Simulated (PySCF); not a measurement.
System: H$_{5}$O$_{3}$Si$_{3}$ (SMILES O1[SiH]O[SiH2]O[SiH2]1) (charge −1).

The calculation's input:

```
{"job": {"kind": "nmr", "xc": "PBE0", "basis": "aug-pcSseg-2"}, "charge": -1, "multiplicity": 1}
O      0.961944    -1.370992     0.767167
Si    -0.414895    -0.712011     1.334711
O     -1.205923     0.165085     0.150138
Si    -0.541461     0.659548    -1.304374
O      0.829742    -0.153881    -1.635514
Si     2.051091    -0.492843    -0.359586
H     -1.365722    -1.785351     1.786204
H     -0.194606     0.204542     2.504827
H     -0.348005     2.147491    -1.231500
H     -1.577235     0.398156    -2.362365
H      1.837835     0.911841     0.360814
```

Command:

```sh
OMP_NUM_THREADS=1 python cluster_run.py task.json out
```

Geometry: PBE0-D3(BJ)/def2-SVP.

The calculation used PBE0/aug-pcSseg-2, SCF density, gas phase, non-relativistic in PySCF.

What will maps of the electron density and electron localisation function show?

Si–O (1.63 Å): the density is about 1.3 e/Å³ at the midpoint; the ELF peaks at about 0.85 between the atoms (a short, strongly polar bond).
Si–O (1.67 Å): ρ at the midpoint is about 1.1 e/Å³; the ELF peaks at about 0.85 between the atoms (a shared but strongly polarised pair).

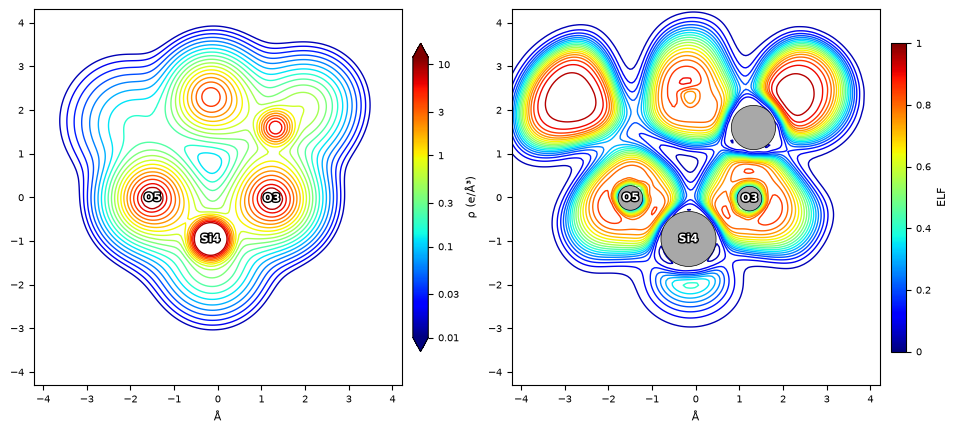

Computed electron density and electron localisation function on the plane of atoms O3, Si4 and O5, in this order. Grey discs cover the atomic cores in the ELF map. 
